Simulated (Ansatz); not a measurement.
Ge2PdS3

```
Ge Pd S
1.0
     6.79825    0.00000    0.00000
    -3.39912    5.88746    0.00000
     0.00000    0.00000    9.14952
Ge Pd S
6 3 9
Direct
  0.00000 0.00000 0.17873
  0.66667 0.33333 0.51207
  0.33333 0.66667 0.84540
  0.66667 0.33333 0.15460
  0.33333 0.66667 0.48793
  0.00000 0.00000 0.82127
  0.33333 0.66667 0.16667
  0.00000 0.00000 0.50000
  0.66667 0.33333 0.83333
  0.50000 0.00000 0.00000
  0.16667 0.33333 0.33333
  0.83333 0.66667 0.66667
  0.50000 0.50000 0.00000
  0.16667 0.83333 0.33333
  0.83333 0.16667 0.66667
  0.00000 0.50000 0.00000
  0.66667 0.83333 0.33333
  0.33333 0.16667 0.66667
```

Space group R-3m; a structure from a database of computed crystals, not necessarily the ambient phase; started from the Mg2SiNi3-166 prototype, which need not be the ambient phase.

Theory: Ansatz, DFT, r2SCAN+rVV10, plane waves, PAW.

Predict the valence pseudo-density and electron localisation function between the atoms.

Answer. Ge–S (2.42 Å): ρ at the midpoint is about 0.49 e/Å³; the ELF peaks at about 0.85 in the valence shell of S, 0.8 Å from its nucleus, and is about 0.60 at the midpoint.

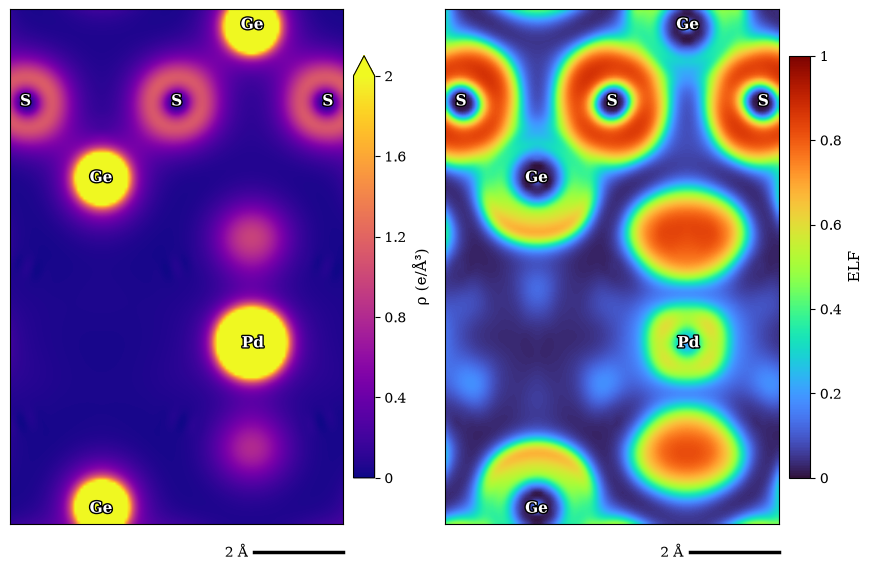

Computed valence pseudo-density and electron localisation function on the (011) plane of the conventional cell, in this order. Atoms just off the plane (S, 0.8 Å away) can leave unmarked features too.

Core electrons are frozen (PAW), and the valence fields are smoothed inside the atomic spheres.
